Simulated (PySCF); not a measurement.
Al2(mu-F)2(H)4, H4Al2F2, singlet at its PBE0/def2-SVP optimised geometry (Å):

```
8

Al     1.4199    -0.0001     0.0000
Al    -1.4199    -0.0001     0.0000
F      0.0000    -1.1813    -0.0037
H      2.1085     0.0022    -1.4181
H      2.1034    -0.0025     1.4206
F      0.0000     1.1813     0.0000
H     -2.1085     0.0023    -1.4181
H     -2.1034    -0.0023     1.4206
```

Computed with PySCF with PBE0/def2-TZVP. Cells within 0.4 Å of a nucleus heavier than hydrogen are left out (blank, or x).

Map of the electrostatic potential (hartree/e), clipped to [-0.08, 0.12] on the plane z = 0.0 Å:

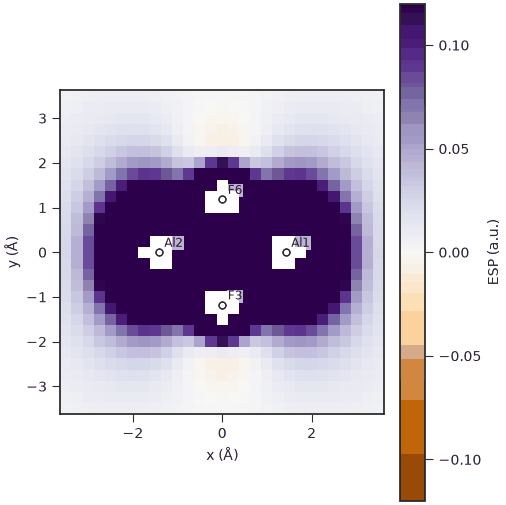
Figure: Electrostatic potential (hartree/e), clipped to [-0.08, 0.12] on the plane z = 0.0 Å.
